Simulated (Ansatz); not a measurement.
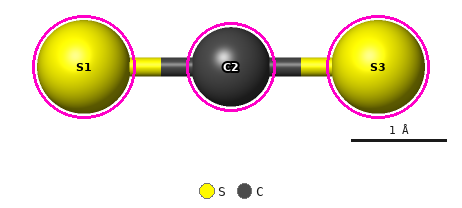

CS2: the S1–C2 distance and the C2–S3 distance are varied on a grid, with the rest of the molecule carried along rigidly. The picture shows the minimum geometry. The ringed atoms are those of the scanned coordinate. The picture is a ball-and-stick view, seen face on.

Computed with Ansatz: r2SCAN-D4, basis def2-TZVPP, on geometries moved rigidly from the minimum at PBE0-D4/def2-TZVP. Energies are counted from the PBE0-D4/def2-TZVP minimum geometry at the same level.

The input:
```yaml
crystal:
  periodic: [false, false, false]
  atoms:
    - {symbol: S, position_ang: [1.356962, -0.155991, 0.729108]}
    - {symbol: C, position_ang: [-0.000000, -0.000001, -0.000000]}
    - {symbol: S, position_ang: [-1.356962, 0.155983, -0.729108]}
basis:
  gaussian: {orbitals: def2-TZVPP}
hamiltonian: {xc: r2scan, dispersion: d4}
```

Give the energy at each point on a grid with rows 1.332, 1.398, 1.495, 1.608, 1.734, 1.869, 2.013 and columns 1.332, 1.398, 1.495, 1.608, 1.734, 1.869, 2.013 (S1–C2 distance (Å); C2–S3 distance (Å)).

Rows: S1–C2 distance (Å); columns: C2–S3 distance (Å); values in kcal/mol.

```csv
,1.332,1.398,1.495,1.608,1.734,1.869,2.013
1.332,93.9,66.8,47.3,44.0,53.9,71.8,93.2
1.398,66.8,40.4,21.9,19.6,30.3,48.8,70.8
1.495,47.3,21.9,4.6,3.5,15.3,34.7,57.4
1.608,44.0,19.6,3.5,3.5,16.3,36.6,60.0
1.734,53.9,30.3,15.3,16.3,30.0,51.0,74.9
1.869,71.8,48.8,34.7,36.6,51.0,72.6,96.9
2.013,93.2,70.8,57.4,60.0,74.9,96.9,121.7
```

In pairs of (S1–C2 distance (Å); C2–S3 distance (Å)): the lowest computed points lie at (1.495, 1.608), (1.608, 1.495), (1.608, 1.608) (3.5 kcal/mol), the highest at (2.013, 2.013) (121.7 kcal/mol).  Over the ranges scanned the energy rises more along the second axis, the C2–S3 distance.
